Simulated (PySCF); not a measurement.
Dissociation curve of SMILES O. The O1–H3 bond (O1 also carries H; H3 carries nothing else) is pulled apart rigidly from the PBE0/def2-TZVP optimised geometry.

- UKS-LDA (SVWN5) = unrestricted LDA (SVWN5)/cc-pVDZ (PySCF)
- RKS-PBE0 = restricted PBE0/cc-pVDZ (PySCF)
- UKS-r2SCAN = unrestricted r2SCAN/cc-pVDZ (PySCF)

Magnitude of the dipole moment (D; its direction can reverse along the curve, and a method can change to another solution) and Mulliken charge of the fragment that holds O1:

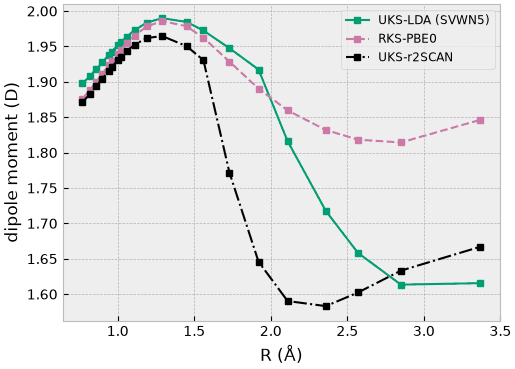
Figure. Dipole moment against bond length.

```json
[
 {"R / Å": "0.77", "μ UKS-LDA (SVWN5)": "1.90", "q UKS-LDA (SVWN5)": "-0.04", "μ RKS-PBE0": "1.88", "q RKS-PBE0": "-0.02", "μ UKS-r2SCAN": "1.87", "q UKS-r2SCAN": "-0.03"},
 {"R / Å": "0.82", "μ UKS-LDA (SVWN5)": "1.91", "q UKS-LDA (SVWN5)": "-0.07", "μ RKS-PBE0": "1.89", "q RKS-PBE0": "-0.06", "μ UKS-r2SCAN": "1.88", "q UKS-r2SCAN": "-0.06"},
 {"R / Å": "0.86", "μ UKS-LDA (SVWN5)": "1.92", "q UKS-LDA (SVWN5)": "-0.10", "μ RKS-PBE0": "1.90", "q RKS-PBE0": "-0.08", "μ UKS-r2SCAN": "1.89", "q UKS-r2SCAN": "-0.09"},
 {"R / Å": "0.90", "μ UKS-LDA (SVWN5)": "1.93", "q UKS-LDA (SVWN5)": "-0.12", "μ RKS-PBE0": "1.91", "q RKS-PBE0": "-0.10", "μ UKS-r2SCAN": "1.90", "q UKS-r2SCAN": "-0.11"},
 {"R / Å": "0.94", "μ UKS-LDA (SVWN5)": "1.94", "q UKS-LDA (SVWN5)": "-0.14", "μ RKS-PBE0": "1.92", "q RKS-PBE0": "-0.13", "μ UKS-r2SCAN": "1.92", "q UKS-r2SCAN": "-0.13"},
 {"R / Å": "0.96", "μ UKS-LDA (SVWN5)": "1.94", "q UKS-LDA (SVWN5)": "-0.15", "μ RKS-PBE0": "1.93", "q RKS-PBE0": "-0.14", "μ UKS-r2SCAN": "1.92", "q UKS-r2SCAN": "-0.14"},
 {"R / Å": "1.00", "μ UKS-LDA (SVWN5)": "1.95", "q UKS-LDA (SVWN5)": "-0.16", "μ RKS-PBE0": "1.94", "q RKS-PBE0": "-0.16", "μ UKS-r2SCAN": "1.93", "q UKS-r2SCAN": "-0.16"},
 {"R / Å": "1.02", "μ UKS-LDA (SVWN5)": "1.96", "q UKS-LDA (SVWN5)": "-0.17", "μ RKS-PBE0": "1.94", "q RKS-PBE0": "-0.16", "μ UKS-r2SCAN": "1.94", "q UKS-r2SCAN": "-0.17"},
 {"R / Å": "1.06", "μ UKS-LDA (SVWN5)": "1.96", "q UKS-LDA (SVWN5)": "-0.18", "μ RKS-PBE0": "1.95", "q RKS-PBE0": "-0.18", "μ UKS-r2SCAN": "1.94", "q UKS-r2SCAN": "-0.18"},
 {"R / Å": "1.11", "μ UKS-LDA (SVWN5)": "1.97", "q UKS-LDA (SVWN5)": "-0.20", "μ RKS-PBE0": "1.97", "q RKS-PBE0": "-0.19", "μ UKS-r2SCAN": "1.95", "q UKS-r2SCAN": "-0.20"},
 {"R / Å": "1.19", "μ UKS-LDA (SVWN5)": "1.98", "q UKS-LDA (SVWN5)": "-0.21", "μ RKS-PBE0": "1.98", "q RKS-PBE0": "-0.21", "μ UKS-r2SCAN": "1.96", "q UKS-r2SCAN": "-0.21"},
 {"R / Å": "1.29", "μ UKS-LDA (SVWN5)": "1.99", "q UKS-LDA (SVWN5)": "-0.22", "μ RKS-PBE0": "1.99", "q RKS-PBE0": "-0.22", "μ UKS-r2SCAN": "1.96", "q UKS-r2SCAN": "-0.22"},
 {"R / Å": "1.45", "μ UKS-LDA (SVWN5)": "1.98", "q UKS-LDA (SVWN5)": "-0.21", "μ RKS-PBE0": "1.98", "q RKS-PBE0": "-0.21", "μ UKS-r2SCAN": "1.95", "q UKS-r2SCAN": "-0.21"},
 {"R / Å": "1.56", "μ UKS-LDA (SVWN5)": "1.97", "q UKS-LDA (SVWN5)": "-0.20", "μ RKS-PBE0": "1.96", "q RKS-PBE0": "-0.20", "μ UKS-r2SCAN": "1.93", "q UKS-r2SCAN": "-0.20"},
 {"R / Å": "1.73", "μ UKS-LDA (SVWN5)": "1.95", "q UKS-LDA (SVWN5)": "-0.18", "μ RKS-PBE0": "1.93", "q RKS-PBE0": "-0.17", "μ UKS-r2SCAN": "1.77", "q UKS-r2SCAN": "-0.15"},
 {"R / Å": "1.92", "μ UKS-LDA (SVWN5)": "1.92", "q UKS-LDA (SVWN5)": "-0.15", "μ RKS-PBE0": "1.89", "q RKS-PBE0": "-0.14", "μ UKS-r2SCAN": "1.65", "q UKS-r2SCAN": "-0.10"},
 {"R / Å": "2.11", "μ UKS-LDA (SVWN5)": "1.82", "q UKS-LDA (SVWN5)": "-0.12", "μ RKS-PBE0": "1.86", "q RKS-PBE0": "-0.12", "μ UKS-r2SCAN": "1.59", "q UKS-r2SCAN": "-0.06"},
 {"R / Å": "2.36", "μ UKS-LDA (SVWN5)": "1.72", "q UKS-LDA (SVWN5)": "-0.09", "μ RKS-PBE0": "1.83", "q RKS-PBE0": "-0.10", "μ UKS-r2SCAN": "1.58", "q UKS-r2SCAN": "-0.03"},
 {"R / Å": "2.57", "μ UKS-LDA (SVWN5)": "1.66", "q UKS-LDA (SVWN5)": "-0.07", "μ RKS-PBE0": "1.82", "q RKS-PBE0": "-0.09", "μ UKS-r2SCAN": "1.60", "q UKS-r2SCAN": "-0.02"},
 {"R / Å": "2.85", "μ UKS-LDA (SVWN5)": "1.61", "q UKS-LDA (SVWN5)": "-0.05", "μ RKS-PBE0": "1.81", "q RKS-PBE0": "-0.08", "μ UKS-r2SCAN": "1.63", "q UKS-r2SCAN": "-0.01"},
 {"R / Å": "3.37", "μ UKS-LDA (SVWN5)": "1.62", "q UKS-LDA (SVWN5)": "-0.02", "μ RKS-PBE0": "1.85", "q RKS-PBE0": "-0.08", "μ UKS-r2SCAN": "1.67", "q UKS-r2SCAN": "0.00"}
]
```

The unrestricted determinant behind UKS-LDA (SVWN5) is spin-contaminated at 2.11 to 3.37 Å (<S²> up to 1.0, against 0.00 for a pure singlet). The restricted form behind RKS-PBE0 keeps the bonding electrons paired and can't separate into open-shell fragments. The unrestricted determinant behind UKS-r2SCAN is spin-contaminated at 1.73 to 3.37 Å (<S²> up to 1.0, against 0.00 for a pure singlet).
